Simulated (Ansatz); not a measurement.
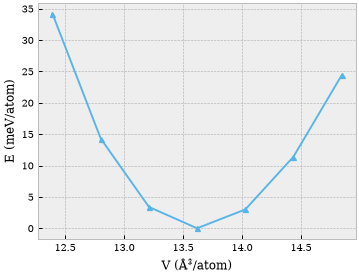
Figure: CaF₂ (fluorite, space group No. 225) under volume change, the program Ansatz at the HSE06 level (PAW), scaled uniformly.

### Question
What does a third-order Birch–Murnaghan fit give for V₀, B₀ and B′?

### Answer
V₀ = 13.62 Å³/atom, B₀ = 83.4 GPa, B′ = 4.5.

Space group Fm-3m (fluorite). Symmetry was held in the HSE06 relaxation.

Potentials: the later of the program's two PAW sets.
